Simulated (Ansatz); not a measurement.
Program: Ansatz.

```
crystal:
  lattice:
    - [0.0, 3.32803627, 3.32803627]
    - [3.32803627, 0.0, 3.32803627]
    - [3.32803627, 3.32803627, 0.0]
  atoms:
    - { symbol: Re, position: [0.13294312, 0.13294312, 0.13294312] }
    - { symbol: Re, position: [0.13294312, 0.13294312, 0.60117063] }
    - { symbol: Re, position: [0.13294312, 0.60117063, 0.13294312] }
    - { symbol: Re, position: [0.60117063, 0.13294312, 0.13294312] }
    - { symbol: Ru, position: [0.25, 0.25, 0.25] }
    - { symbol: W, position: [0.0, 0.0, 0.0] }
basis:
  ecutwfc: 420
kpoints:
  mp_grid: { grid: [4, 4, 4] }
hamiltonian:
  xc: pbe
scf:
  occupations: { method: gaussian, width: 0.1 }
  lower_state_search: "off"
output:
  forces: true
  stress: true
  eigenvalues: true
relax:
  adjacent_minimum: "off"
  f_tol: 0.04
  max_steps: 70
  cell: { stress_tol: 0.4 }
```

Run as:
```bash
ansatz run input.yaml --threads 1 --pin off --max-ram 2560MiB --backend cpu --events-out ev --progress --plain --runs-dir out
```

The run: Re₄RuW (F-43m, 6 atoms in the cell), by DFT PBE, scalar-relativistic, plane waves, PAW in Ansatz 0.2.0; cutoff 420 eV, 4×4×4 k-mesh, Gaussian smearing of 0.1 eV.

Will this run converge, and how?

It did not converge: it stopped after 10 iterations. The residual is still falling at the last step (down to 4 × 10⁻⁸).

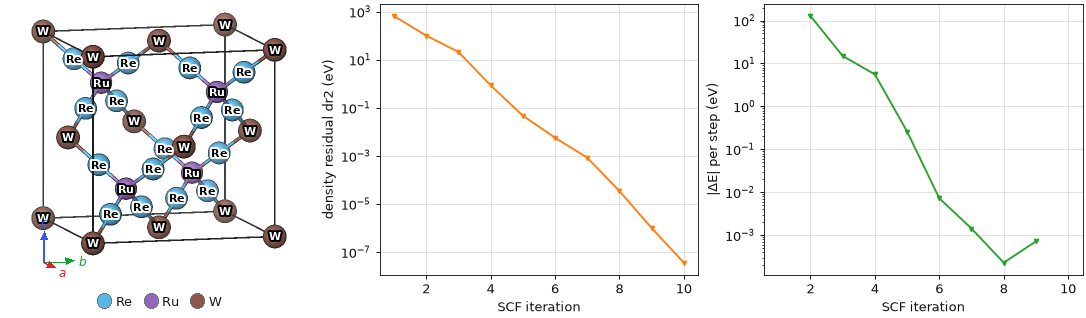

Beside the plot: the structure in its conventional cell.

SCF iterations of a calculation: density residual dr2, step-to-step change of the Harris–Foulkes energy. Energy differences below 3 × 10⁻⁶ eV aren't drawn. The starting density is a sum of atomic densities corrected by a trained network.
